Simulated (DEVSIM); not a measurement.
System: Schottky contact on n-type β-Ga2O3, at 300 K.

```csv
layer (left to right),material,thickness (μm),Nd (cm⁻³),τn (s),τp (s)
1,β-Ga2O3,0.410,3.9e15,4.5e-9,4.5e-9
```

Left contact: Schottky, work function 5.63 eV, emission velocity 1.1e7 cm/s. Right contact: ohmic. Voltage is applied to the left contact. Recombination: SRH at mid-gap. Mobility is μmin + (μ − μmin)/(1 + (N/Nref)^α).

The device is made up for the run: typed textbook-type constants, with dimensions and the other settings drawn at random. Values at 300 K.

```
parameter      β-Ga2O3
-------------  -------
gap (eV)           4.8
affinity (eV)        4
permittivity        10
Nc (cm⁻³)       3.7e18
Nv (cm⁻³)         5e20
μn (cm²/Vs)        160
μp (cm²/Vs)          1
μn,min              20
μp,min             0.1
Nref,n            1e18
Nref,p            1e18
αn                 0.8
αp                 0.8
```

Simulated with DEVSIM: 1D drift-diffusion, Boltzmann statistics, complete ionisation; no tunnelling, impact ionisation, image-force lowering or self-heating. Metal contacts follow the ideal Schottky-Mott rule: no Fermi-level pinning, no interface dipoles.

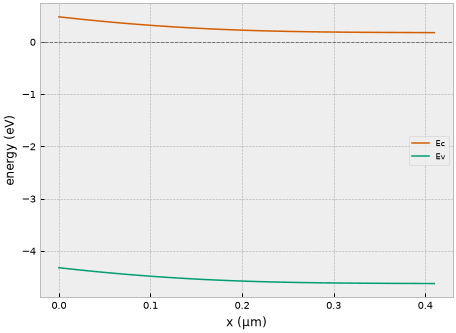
Fig. 1. Band edges at 1.15 V on the left contact

Energies count from the Fermi level of the right contact; mesh points crowd at the junctions.

```json
[
 {"x (μm)": "0.000", "Ec (eV)": "0.480", "Ev (eV)": "-4.320", "n (cm⁻³)": "6.8e9", "p (cm⁻³)": "< 1e2", "field (V/cm)": "-20000"},
 {"x (μm)": "0.005379", "Ec (eV)": "0.469", "Ev (eV)": "-4.330", "n (cm⁻³)": "2.2e10", "p (cm⁻³)": "< 1e2", "field (V/cm)": "-19000"},
 {"x (μm)": "0.01182", "Ec (eV)": "0.457", "Ev (eV)": "-4.343", "n (cm⁻³)": "5.1e10", "p (cm⁻³)": "< 1e2", "field (V/cm)": "-19000"},
 {"x (μm)": "0.02124", "Ec (eV)": "0.440", "Ev (eV)": "-4.360", "n (cm⁻³)": "1.3e11", "p (cm⁻³)": "< 1e2", "field (V/cm)": "-18000"},
 {"x (μm)": "0.03513", "Ec (eV)": "0.415", "Ev (eV)": "-4.385", "n (cm⁻³)": "3.7e11", "p (cm⁻³)": "< 1e2", "field (V/cm)": "-17000"},
 {"x (μm)": "0.04742", "Ec (eV)": "0.394", "Ev (eV)": "-4.406", "n (cm⁻³)": "8.5e11", "p (cm⁻³)": "< 1e2", "field (V/cm)": "-16000"},
 {"x (μm)": "0.06213", "Ec (eV)": "0.371", "Ev (eV)": "-4.429", "n (cm⁻³)": "2.2e12", "p (cm⁻³)": "< 1e2", "field (V/cm)": "-15000"},
 {"x (μm)": "0.08772", "Ec (eV)": "0.334", "Ev (eV)": "-4.466", "n (cm⁻³)": "9.2e12", "p (cm⁻³)": "< 1e2", "field (V/cm)": "-14000"},
 {"x (μm)": "0.1104", "Ec (eV)": "0.305", "Ev (eV)": "-4.495", "n (cm⁻³)": "2.8e13", "p (cm⁻³)": "< 1e2", "field (V/cm)": "-12000"},
 {"x (μm)": "0.1375", "Ec (eV)": "0.275", "Ev (eV)": "-4.525", "n (cm⁻³)": "9.0e13", "p (cm⁻³)": "< 1e2", "field (V/cm)": "-10000"},
 {"x (μm)": "0.1771", "Ec (eV)": "0.240", "Ev (eV)": "-4.560", "n (cm⁻³)": "3.4e14", "p (cm⁻³)": "< 1e2", "field (V/cm)": "-7500"},
 {"x (μm)": "0.2287", "Ec (eV)": "0.209", "Ev (eV)": "-4.590", "n (cm⁻³)": "1.1e15", "p (cm⁻³)": "< 1e2", "field (V/cm)": "-4500"},
 {"x (μm)": "0.2630", "Ec (eV)": "0.197", "Ev (eV)": "-4.603", "n (cm⁻³)": "1.8e15", "p (cm⁻³)": "< 1e2", "field (V/cm)": "-3000"},
 {"x (μm)": "0.2917", "Ec (eV)": "0.190", "Ev (eV)": "-4.610", "n (cm⁻³)": "2.4e15", "p (cm⁻³)": "< 1e2", "field (V/cm)": "-2000"},
 {"x (μm)": "0.3241", "Ec (eV)": "0.184", "Ev (eV)": "-4.615", "n (cm⁻³)": "2.9e15", "p (cm⁻³)": "< 1e2", "field (V/cm)": "-1300"},
 {"x (μm)": "0.3427", "Ec (eV)": "0.182", "Ev (eV)": "-4.618", "n (cm⁻³)": "3.2e15", "p (cm⁻³)": "< 1e2", "field (V/cm)": "-1000"},
 {"x (μm)": "0.3583", "Ec (eV)": "0.181", "Ev (eV)": "-4.619", "n (cm⁻³)": "3.4e15", "p (cm⁻³)": "< 1e2", "field (V/cm)": "-860"},
 {"x (μm)": "0.3736", "Ec (eV)": "0.180", "Ev (eV)": "-4.620", "n (cm⁻³)": "3.6e15", "p (cm⁻³)": "< 1e2", "field (V/cm)": "-740"},
 {"x (μm)": "0.3878", "Ec (eV)": "0.179", "Ev (eV)": "-4.621", "n (cm⁻³)": "3.7e15", "p (cm⁻³)": "< 1e2", "field (V/cm)": "-670"},
 {"x (μm)": "0.3959", "Ec (eV)": "0.178", "Ev (eV)": "-4.622", "n (cm⁻³)": "3.8e15", "p (cm⁻³)": "< 1e2", "field (V/cm)": "-650"},
 {"x (μm)": "0.4027", "Ec (eV)": "0.178", "Ev (eV)": "-4.622", "n (cm⁻³)": "3.8e15", "p (cm⁻³)": "< 1e2", "field (V/cm)": "-630"},
 {"x (μm)": "0.4100", "Ec (eV)": "0.177", "Ev (eV)": "-4.623", "n (cm⁻³)": "3.9e15", "p (cm⁻³)": "< 1e2", "field (V/cm)": "-630"}
]
```
